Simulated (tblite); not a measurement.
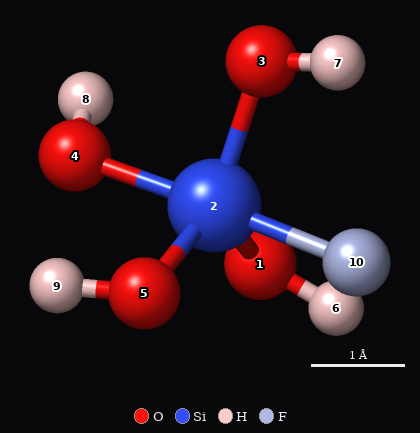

*The structure (ball-and-stick view, seen at a tilt; atoms are numbered from 1 in the order of the input).*

Bond lengths as drawn: F–Si 1.81 Å, H–O 0.95 Å and O–Si 1.67 to 1.72 Å.

## Run report: SiH₄O₄F (charge −1), frequency calculation

The run: frequency calculation of SiH₄O₄F, charge −1. Method and program: GFN2-xTB harmonic vibrations, gas phase (tblite 0.8.0).

### The program's output
```
mode    cm-1     km/mol
  1     123.4      4.69
  2     161.5      0.20
  3     263.1     53.32
  4     323.3     82.69
  5     327.6      1.11
  6     335.5     30.42
  7     349.7      6.56
  8     356.9      0.43
  9     374.3      5.27
 10     383.2      3.04
 11     414.2    275.32
 12     415.4    219.59
 13     624.0    210.43
 14     662.2     78.15
 15     791.5    506.66
 16     817.5    325.20
 17     941.6    282.09
 18     979.5    123.77
 19     996.6      3.39
 20    1036.0    444.49
 21    3703.4      0.93
 22    3705.8      2.28
 23    3718.4      0.77
 24    3735.8      2.54
ZPE 152.765  H(298)-E 177.100  G(298)-E 70.031 kJ/mol  S 359.11 J/(mol K)
```

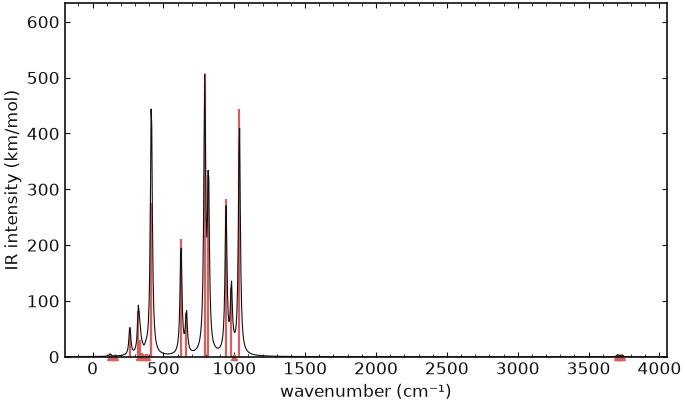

*Harmonic infrared spectrum, unscaled: sticks (degenerate modes added up, dark ones marked on the axis) with a Lorentzian envelope of 16 cm⁻¹ full width, scaled to the tallest stick.*

24 modes from 123 to 3736 cm⁻¹, none imaginary. The strongest line is at 792 cm⁻¹ (507 km/mol).

The run was set up as follows.

### The input
```
{"job": {"kind": "ir", "xc": "GFN2-xTB", "basis": "xTB"}, "charge": -1, "multiplicity": 1}
O     -0.220610     0.946129    -1.368368
Si     0.155129     0.189664     0.084116
O     -1.085681     0.066778     1.210375
O     -0.136197    -1.385472    -0.550876
O      1.728449    -0.198865     0.481480
H     -0.038935     1.880708    -1.322782
H     -1.083035     0.813751     1.802497
H     -1.025158    -1.476699    -0.878412
H      1.902158    -1.101409     0.232262
F      0.541536     1.816729     0.767768
```

The first line tells a small driver script what to run in tblite; the rest is the geometry in Å.

Run as:
```bash
OMP_NUM_THREADS=1 python <driver script> task.json out
```

### Summary

- outcome: converged
- total energy: −685.3677 eV
- zero-point energy: 36.5120 kcal/mol
- hardware: 1 CPU thread, shared host
- peak memory: 0.3 GiB
